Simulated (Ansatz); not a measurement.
A series of calculations on WO2F2

Part 1: Relaxation

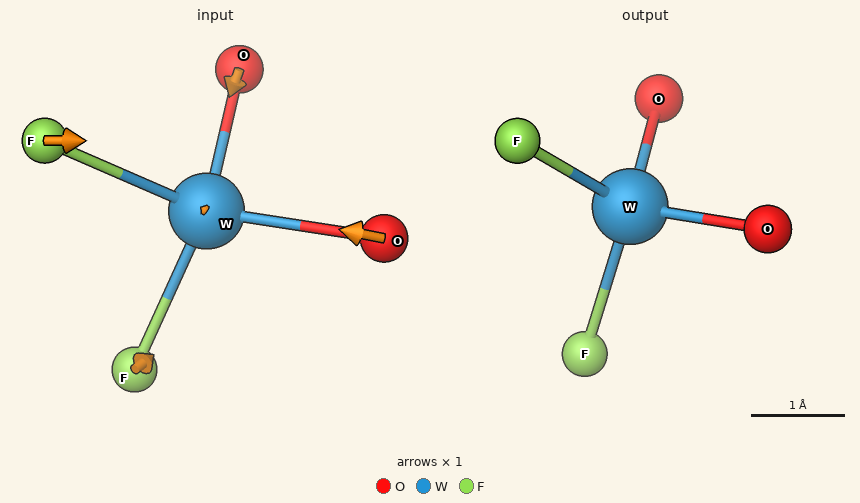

The structure of WO$_{2}$F$_{2}$ (coarse preliminary run) before (left) and after (right) a relaxation, at one scale. The orange arrows give the displacements, at their true length.

The picture is a ball-and-stick view, seen face on.

All numbers below come from RKS PBE-D4/def2-SVP (Ansatz 0.2.0).

Input
```yaml
crystal:
  periodic: [false, false, false]
  atoms:
    - {symbol: O, position_ang: [-0.821200, -1.007300, 1.659000]}
    - {symbol: W, position_ang: [-0.042200, -0.072800, -0.000900]}
    - {symbol: O, position_ang: [1.748800, -0.707500, 0.197700]}
    - {symbol: F, position_ang: [-1.251000, -0.332200, -1.545900]}
    - {symbol: F, position_ang: [0.415500, 2.046100, -0.351400]}
basis:
  gaussian: {orbitals: def2-SVP}
hamiltonian: {xc: pbe, dispersion: d4}
relax: {f_tol: 0.03, max_steps: 250}
```

### Summarise the run.

O1 moves most after the best rigid fit: 0.54 Å. By element the largest moves are O 0.54 Å, F 0.50 Å, W 0.09 Å. Some distances before and after: O1–W2 2.058 → 1.715 Å, W2–F5 2.196 → 1.872 Å, W2–O3 1.910 → 1.715 Å, W2–F4 1.979 → 1.872 Å. Among the angles between lasting bonds that change: O1–W2–F5 130.2° → 108.6°, O3–W2–F4 127.6° → 108.5°, F4–W2–F5 97.4° → 116.5°. The optimiser took 7 steps.

Part 2: Relaxation

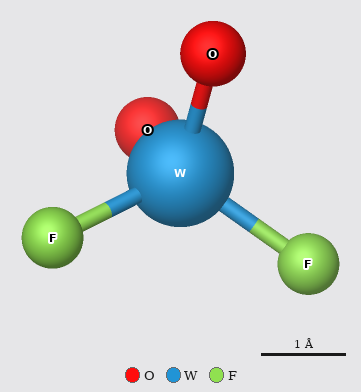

Starting structure of WO₂F₂. A ball-and-stick model, seen at a tilt.

The calculation used RKS PBE0-D4/def2-TZVP in Ansatz 0.2.0.

Input
```yaml
crystal:
  periodic: [false, false, false]
  atoms:
    - {symbol: O, position_ang: [-0.742338, -0.524559, 1.431579]}
    - {symbol: W, position_ang: [0.002390, -0.001635, -0.022063]}
    - {symbol: O, position_ang: [1.526462, -0.786480, -0.067958]}
    - {symbol: F, position_ang: [-1.022869, -0.606982, -1.467134]}
    - {symbol: F, position_ang: [0.286256, 1.845956, 0.084076]}
basis:
  gaussian: {orbitals: def2-TZVP}
hamiltonian: {xc: pbe0, dispersion: d4}
relax: {f_tol: 0.005, max_steps: 200}
```

> Predict the outcome.

The energy falls by 1.38 kcal/mol in 3 geometry steps. The largest force component goes from 1.3 to 0.0038 eV/Å. The largest moves after the best rigid fit, 0.047 Å, are those of F4 and F5. By element the largest moves are F 0.047 Å, W 0.023 Å, O 0.009 Å. Among the contacts that change: W2–F4 1.872 → 1.849 Å, O1–W2 1.715 → 1.693 Å. Bond angles that change, for instance: F4–W2–F5 116.5° → 113.4°.

Final geometry:

```xyz
5

O    -0.7373   -0.5225    1.4247
W     0.0109   -0.0162   -0.0067
O     1.5186   -0.7832   -0.0664
F    -1.0066   -0.5665   -1.4497
F     0.2643    1.8146    0.0566
```

Part 3: Scan

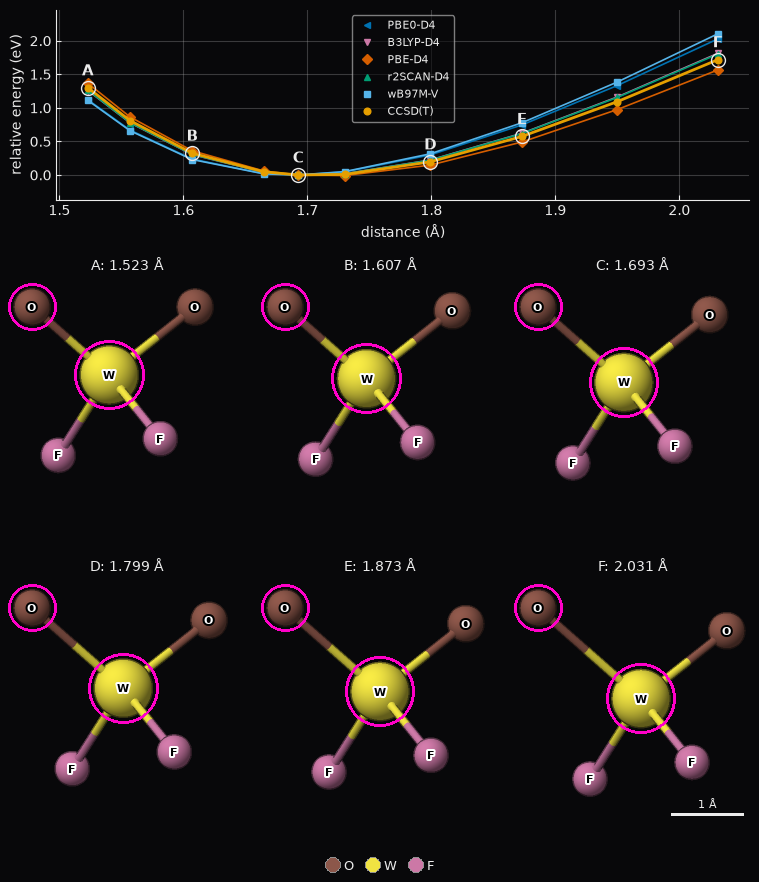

Energy scan for WO2F2, in which one O–W bond length is varied, with the rest of the molecule carried along rigidly. The lettered frames are marked on the plot, at the values of CCSD(T). A ball-and-stick model, seen from a free direction. The ringed atoms are those of the scanned coordinate.

Levels of theory: CCSD(T), wB97M-V, r2SCAN-D4, PBE-D4, B3LYP-D4, PBE0-D4 (def2-TZVPP, Ansatz), on geometries moved rigidly from the minimum at PBE0-D4/def2-TZVP. Coupled cluster with a frozen core. Elements past krypton carry the basis set's effective core potentials. Energies are counted from the PBE0-D4/def2-TZVP minimum geometry at the same level.

**Read off the main features of the energy profile.**

With CCSD(T): of the computed points the lowest is at the distance 1.693 Å, 0.000 eV. At the ends of the scan the energy is 1.299 eV (1.523 Å) and 1.718 eV (2.031 Å). The curvature at the lowest point is about 61 eV/Å² (9.7 mdyn/Å). The well is steeper on the short side, as for any bond. At 2.031 Å the levels give PBE-D4 1.564 eV, CCSD(T) 1.718 eV, r2SCAN-D4 1.801 eV, B3LYP-D4 1.812 eV, PBE0-D4 2.027 eV, wB97M-V 2.103 eV. Closest to CCSD(T) there is r2SCAN-D4. At 1.873 Å to 2.031 Å the mean-field solution behind CCSD(T) isn't stable (a lower one of broken symmetry exists), so those energies are less reliable. The T1 diagnostic reaches 0.032, so the single-reference result is less sure there.

Part 4: Scan

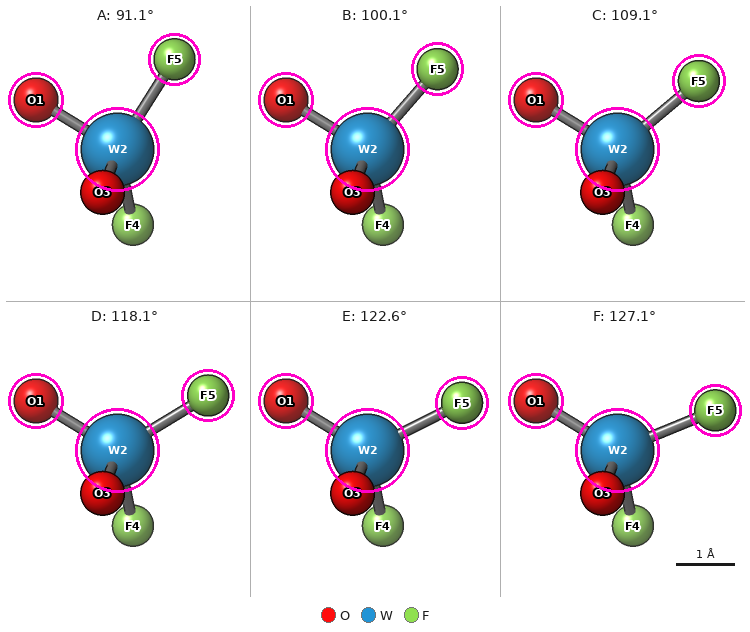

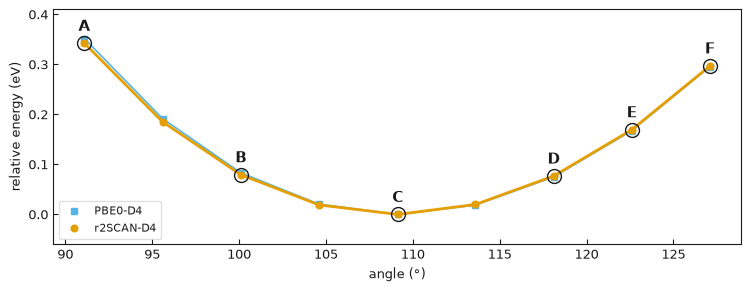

A scan of WO$_{2}$F$_{2}$: the F5–W2–O1 angle is varied, with the rest of the molecule carried along rigidly. The lettered frames are marked on the plot, at the values of r2SCAN-D4. The picture is a ball-and-stick view, seen onto the plane of the angle. The ringed atoms are those of the scanned coordinate.

Levels of theory: r2SCAN-D4, PBE0-D4 (def2-TZVPP, Ansatz), on geometries moved rigidly from the minimum at PBE0-D4/def2-TZVP. Elements past krypton carry the basis set's effective core potentials. Energies are counted from the PBE0-D4/def2-TZVP minimum geometry at the same level.

Question: Read off the main features of the energy profile.

Answer: With r2SCAN-D4: of the computed points the lowest is at the angle 109.1°, 0.000 eV. At the ends of the scan the energy is 0.342 eV (91.1°) and 0.297 eV (127.1°). The curvature at the lowest point is about 6.3 eV/rad². At 91.1° the levels give r2SCAN-D4 0.342 eV, PBE0-D4 0.352 eV.
